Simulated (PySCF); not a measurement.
# AlBHN (SMILES B=[N][Al]): what the fields show

```tsv
atom	x (Å)	y (Å)	z (Å)
Al	-0.3565	-1.6091	2.3882
B	-1.0781	-1.2714	-0.5812
N	-0.7816	-1.4110	0.6395
H	-1.3560	-1.1405	-1.7252
```

Geometry: PBE0-D4/def2-SVP.

These are results of Gaussian-basis quantum chemistry of an isolated molecule with PySCF, energy and nuclear gradient, functional PBE0 in PySCF 2.14.0, not measurements.

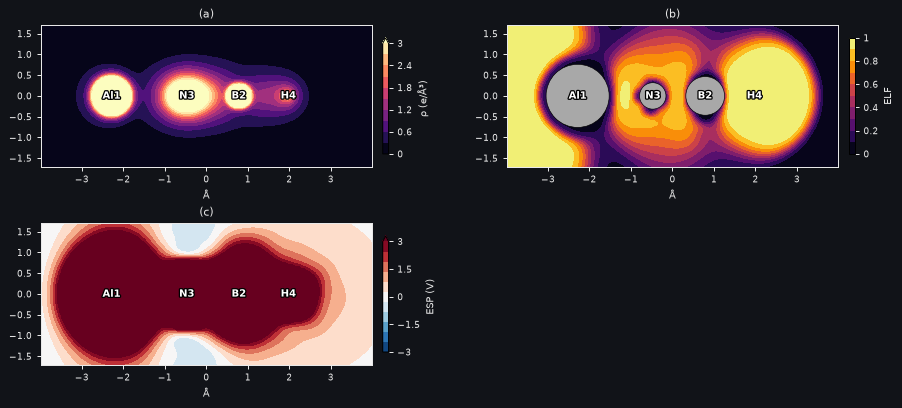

Figure 1. (a) total electron density; (b) ELF; (c) molecular electrostatic potential on a plane that holds the molecular axis. Grey discs cover the atomic cores in the ELF map.

> What do the fields say about this system?

Atoms in the plane: Al, B, N and H.
B–N (1.26 Å): ρ at the midpoint is about 2.6 e/Å³; the ELF peaks at about 0.90 between the atoms (a short, strongly polar bond).
Al–N (1.81 Å): ρ is about 0.78 e/Å³ halfway; the ELF peaks at about 0.90 between the atoms, as expected for a polar covalent bond.
B–H (1.18 Å): ρ at the midpoint is about 1.3 e/Å³; the ELF climbs to about 1 towards the hydrogen, as it does in any bond to H: a covalent bond by its length.
The ELF also peaks beside N3, away from the bonds: lone-pair regions.
Outside the dense part of the molecule the potential is most negative (−0.8 V) near N3.

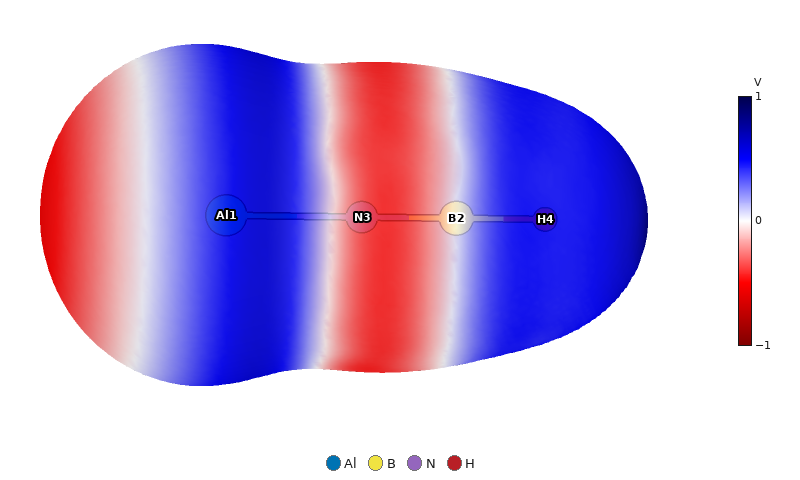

Figure 2. The molecular electrostatic potential painted on the density surface at 0.001 e/bohr³, seen across its widest extent; red is negative and blue positive.

> Which sites attract a positive test charge, and which a negative one?

A positive charge is drawn to the negative regions and a negative charge to the positive ones. The most negative region (about −0.5 V) lies over Al1, the most positive (about +0.8 V) over H4.

> How polar is the molecule by this calculation?

Its dipole moment is 1.40 D.

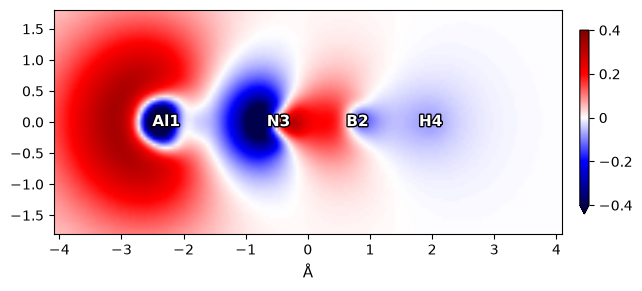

Figure 3. The HOMO on a plane that holds the molecular axis (values in Å⁻³ᐟ²; the overall sign is arbitrary).

> Describe this orbital and give its energy.

It lies mainly on Al1 (about 90 %) and N3 (about 10 %); it is of σ type. Its energy is −6.37 eV.

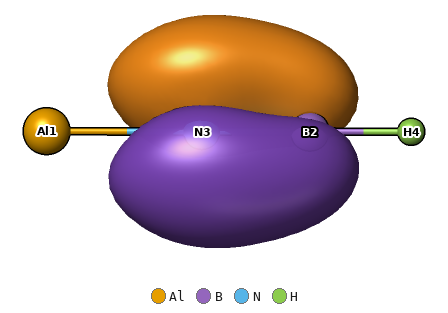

Figure 4. The HOMO−1 at ±0.15 Å⁻³ᐟ² (orange and purple are the two phases), seen from one side.

> What is the character of this orbital?

By Hirshfeld shares it lies mainly on N3 (about 60 %) and B2 (about 25 %); π-bonding across N3–B2. It is one of a degenerate set, so its orientation is arbitrary. Its energy is −8.56 eV.
